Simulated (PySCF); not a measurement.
# C4H2N2, charge −1, doublet, SMILES `N#C/C=C/[C]=[N-]`: electronic structure

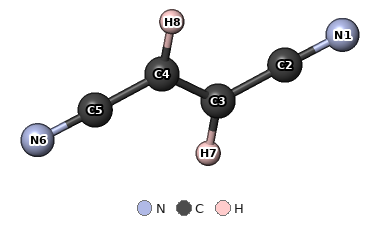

The molecule, with its atoms numbered as below. No frequency check shows the geometry to be a minimum.

Coordinates in Å:

```
N1      -2.9829   -0.1570    0.0000
C2      -1.8458    0.1229    0.0000
C3      -0.5263    0.4684    0.0000
C4       0.5263   -0.4684    0.0000
C5       1.8458   -0.1229    0.0000
N6       2.9829    0.1570    0.0000
H7      -0.2876    1.5272    0.0000
H8       0.2876   -1.5272    0.0000
```

## 1. Bonding charge

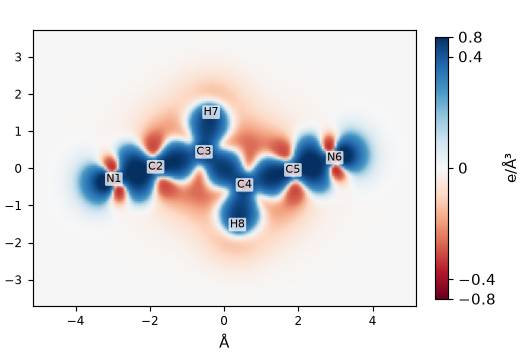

Deformation density (molecule less spherical, spin-averaged free atoms) in the molecular plane; colour scale in e/Å³, logarithmic beyond ±0.1; blue: gain, red: loss.

Method: HF/6-31+G*; geometry: GFN2-xTB; program: PySCF. The stability of the open-shell solution wasn't checked. GFN2-xTB doesn't know the spin state, so this open-shell geometry is rough.

Question: How much density has each bond in this plane gained at its critical point, relative to the free atoms?

Answer: N1–C2 and C5–N6: +0.99 e/Å³ at the bond critical point (bond length 1.17 Å). C3–C4: +0.66 e/Å³ at the bond critical point (bond length 1.41 Å). C3–H7 and C4–H8: +0.64 e/Å³ at the bond critical point (bond length 1.08 Å). C2–C3 and C4–C5: +0.54 e/Å³ at the bond critical point (bond length 1.36 Å). In all, 2.8 electrons gather in the regions of gain relative to the promolecule of neutral atoms (this includes the anion's extra charge).

Question: Where do the Hirshfeld charges lie?

Answer: The highest Hirshfeld charge is on H7 and H8 (+0.04 e), the lowest on N1 and N6 (−0.40 e).

```
atom  charge (e)
  N1       −0.40
  C2       +0.02
  C3       −0.16
  C4       −0.16
  C5       +0.02
  N6       −0.40
  H7       +0.04
  H8       +0.04
```

## 2. Bond critical points

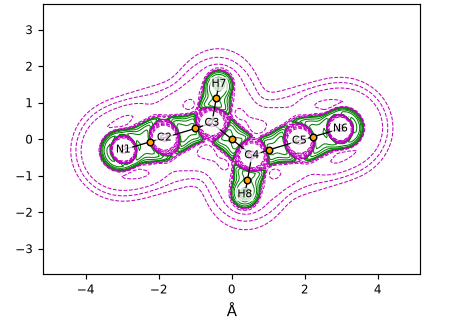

Negative Laplacian of the density (−∇²ρ) in the molecular plane (solid green lines positive, dashed magenta lines negative, contours at ±0.02 to ±8 a.u.), with bond paths and bond critical points (dots).

Question: Sort the bonds in the plane by the sign of ∇²ρ at their critical points.

Answer: Concentrated (∇²ρ < 0): C2–C3 and C4–C5 (−0.98 a.u.); C3–C4 (−0.86 a.u.); C3–H7 and C4–H8 (−0.96 a.u.). Depleted (∇²ρ > 0): N1–C2 and C5–N6 (+0.21 a.u., H = −0.823). A positive Laplacian with clearly negative H marks a strongly polar covalent bond, whose critical point lies close to the core of the less electronegative atom.

Question: Where along N1–C2 does the critical point lie?

Answer: 0.78 Å from N1 and 0.40 Å from C2.

## 3. Local ionisation energy

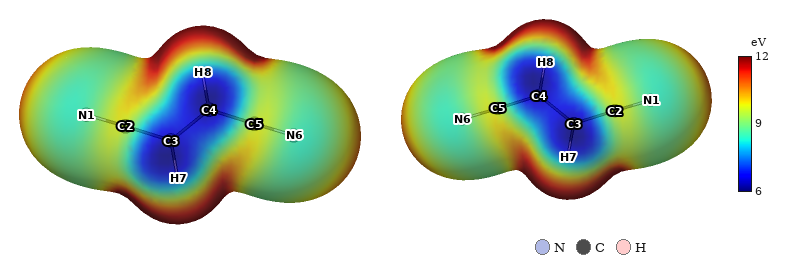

Average local ionisation energy on the surface of electron density 0.001 a.u. (back view left, front view right).

Question: Locate the minima of the map.

Answer: The lowest value is 6.0 eV, off the molecular plane, over C3 (2.1 Å), and at like points elsewhere. Further minima include 8.4 eV, off the molecular plane, over N1 (2.0 Å), and at like points elsewhere. For comparison, the highest occupied orbital lies at −2.3 eV.

## 4. Spin density

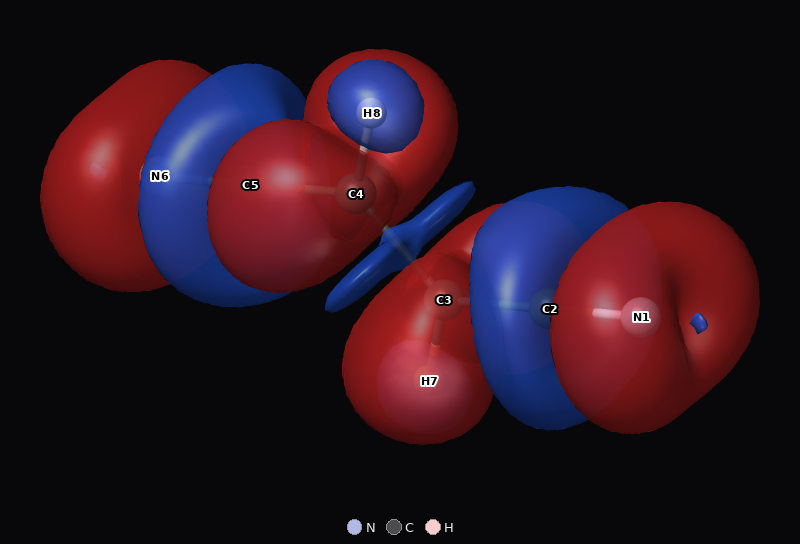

Spin density ρα − ρβ at ±0.01 e/Å³ (red: excess α, blue: excess β).

Question: Give the atomic spin populations that go with this picture.

Answer: Hirshfeld spin populations: N1 and N6 +0.33 and C3 and C4 +0.26. Spin polarisation leaves negative spin on C2 and C5 (−0.10). ⟨S²⟩ = 0.86, against 0.75 for a pure state. The picture also shows regions of β spin from spin polarisation; the Hirshfeld sums, whose atoms overlap, net them against the α spin of neighbours.

## 5. Removing or adding an electron

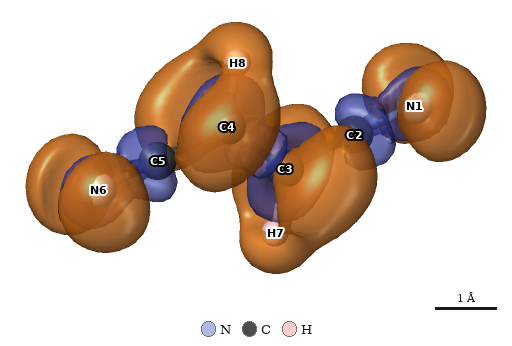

Fukui function f⁻ = ρ(N) − ρ(N−1) at fixed geometry, surfaces at ±0.015 e/Å³ (orange positive, blue negative).

Level of theory: PBE0/aug-cc-pVDZ (PySCF), at a geometry from GFN2-xTB. The highest occupied Kohn–Sham orbital has positive energy, a self-interaction fault of such functionals for anions. GFN2-xTB doesn't know the spin state, so this open-shell geometry is rough.

Question: Which atoms respond most to the removal of an electron?

Answer: f⁻ (Hirshfeld-condensed) is largest on N1 and N6 (0.20 each) and C3 and C4 (0.15 each); the vertical detachment energy is 1.70 eV (to the singlet neutral species, which needn't be its lowest state). Condensed values hint at sites of electrophilic attack but needn't mark the atom that reacts. Orbital relaxation makes it negative in places (0.17 e in all).

## 6. The π system

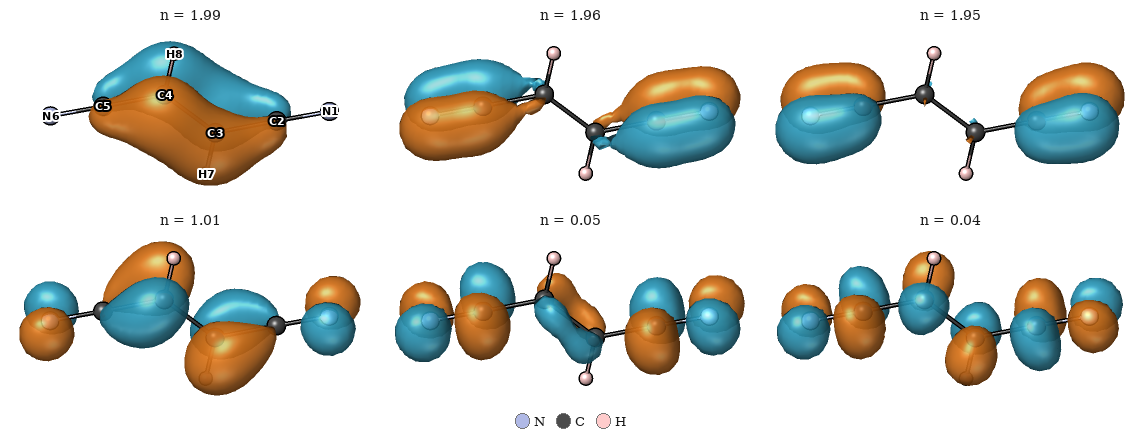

Natural orbitals of the π active space, CASSCF(7,6), doublet state, in order of falling occupation. The active space holds only one of the two perpendicular π systems.

Method: def2-SVP basis; geometry: GFN2-xTB; program: PySCF. The basis has no diffuse functions, which an anion needs. GFN2-xTB doesn't know the spin state, so this open-shell geometry is rough.

Question: How multiconfigurational is the state?

Answer: The leading determinant weighs 0.94; the effective number of unpaired electrons, Σ n²(2−n)², is 1.03. The active space lowers the energy by 1.40 eV against Hartree–Fock.

Question: Where does the lowest quartet lie relative to the doublet, at this geometry and within this active space?

Answer: 7.80 eV above it by strongly contracted NEVPT2 (+7.62 eV by CASSCF); a small basis tends to put such gaps a few tenths of an eV too high. This is a vertical energy for π states alone; a state that uses lone pairs or σ orbitals may lie lower.

The PySCF runs shown took 3.5 s, 41 s and 23 s on 1 thread of Intel(R) Xeon(R) Processor @ 2.70GHz, with other jobs on the host.
